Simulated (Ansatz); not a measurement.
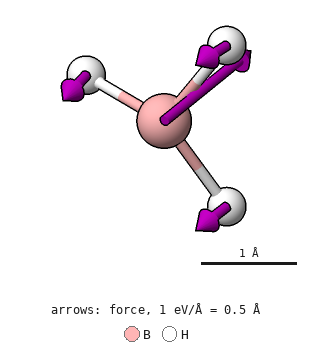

Starting geometry of BH$_{3}$ with the computed forces as purple arrows. Style: ball-and-stick. Shown from a free direction.

It is one of the separated products of a reaction.

The calculation used RKS PBE0-D4/def2-TZVP in Ansatz. (force threshold 0.005 eV/Å; at most 200 steps)

**Is this structure relaxed? If not, where do the atoms go?**

It isn't relaxed: the largest force vector, on the B atom, is 3.32 eV/Å. The atoms end up moving mostly along the starting forces (cosine between the two patterns 0.99). Over 4 geometry steps the energy falls by 0.470 eV. Largest force component: 2.3 eV/Å at the start, 0.00051 eV/Å at the end. The B atom moves most after the best rigid fit: 0.21 Å. Largest moves by element: B 0.21 Å, H 0.08 Å. Some distances before and after: B–H 1.208 → 1.193 Å. Among the angles between lasting bonds that change: H–B–H 113.0° → 120.0°, H–B–H 115.4° → 120.0°. The run took 1.2 s on 2 threads of Arm Neoverse V2 (shared host).
